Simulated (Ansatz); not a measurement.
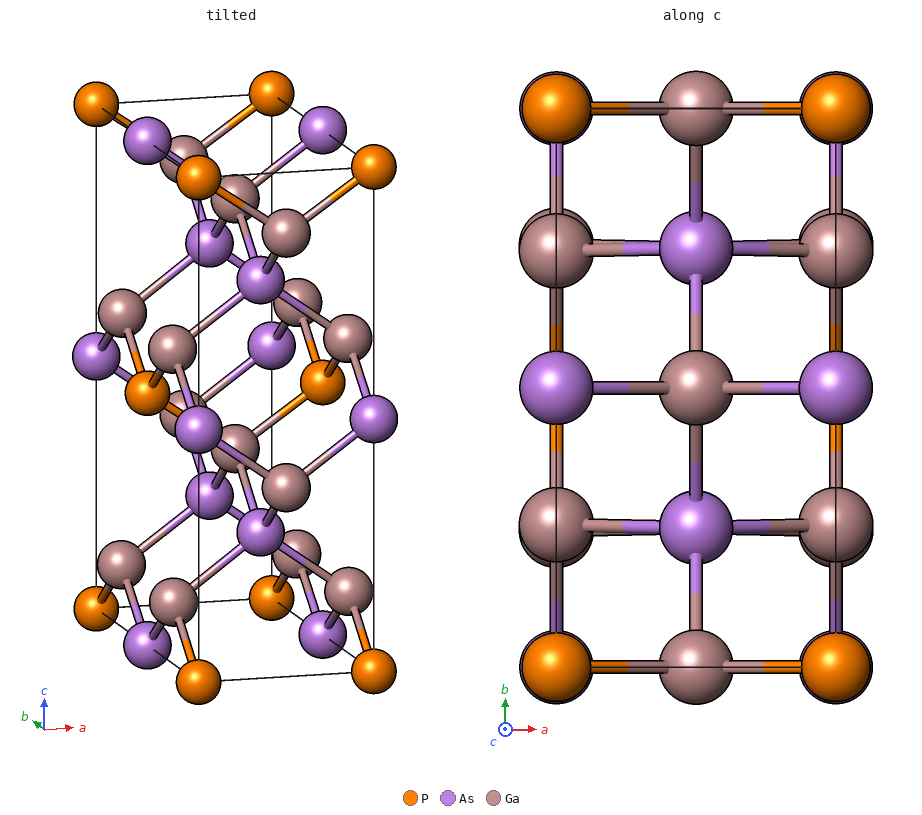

View slightly off an axis and along the c axis, drawn as a ball-and-stick model. One conventional unit cell is framed, with atoms on its boundary repeated.

Ga4As3P, space group Amm2 (No. 38), a = 3.970 Å, b = 7.938 Å, c = 11.216 Å, α = 90.00°, β = 90.00°, γ = 90.00°. The initial geometry was a structure type filled with these elements by a generator (whether the compound takes this form wasn't checked). Earlier steps of the study may have refined or changed the cell and positions. A calculation with Ansatz used it as input.

This one geometry was computed with Ansatz (DFT, plane waves, PAW) at five levels of theory: PBE0, HSE06, PBE with spin-orbit coupling, PBE and r2SCAN. It was relaxed beforehand with r2SCAN.

Which level gives the highest pressure at this volume, and what does that say about its equilibrium volume?

Highest: PBE with spin-orbit coupling (2.7 GPa) and PBE (2.7 GPa), which points to the largest equilibrium volume. Lowest, with the smallest volume: PBE0 (0.4 GPa) and r2SCAN (0.0 GPa). Levels within 0.5 GPa of each other can't be told apart.

How does the band gap change with the level of theory?

PBE with spin-orbit coupling: a gap of 0.65 eV, direct; PBE: a gap of 0.74 eV, direct; r2SCAN: a gap of 1.23 eV, direct; HSE06: a gap of 1.66 eV, direct; PBE0: a gap of 2.31 eV, direct.

Collect the results in a table.

| level | cutoff (eV) | k-mesh of the run's cell | gap (eV) | pressure (GPa) |
| --- | --- | --- | --- | --- |
| PBE0 | 420 | 4×2×2 | 2.31 | 0.4 |
| HSE06 | 420 | 4×2×2 | 1.66 | 0.6 |
| PBE with spin-orbit coupling | 420 | 6×4×4 | 0.65 | 2.7 |
| PBE | 420 | 6×4×4 | 0.74 | 2.7 |
| r2SCAN | 500 | 6×4×4 | 1.23 | 0.0 |

Gaps are taken on the k-mesh or band path of each run.
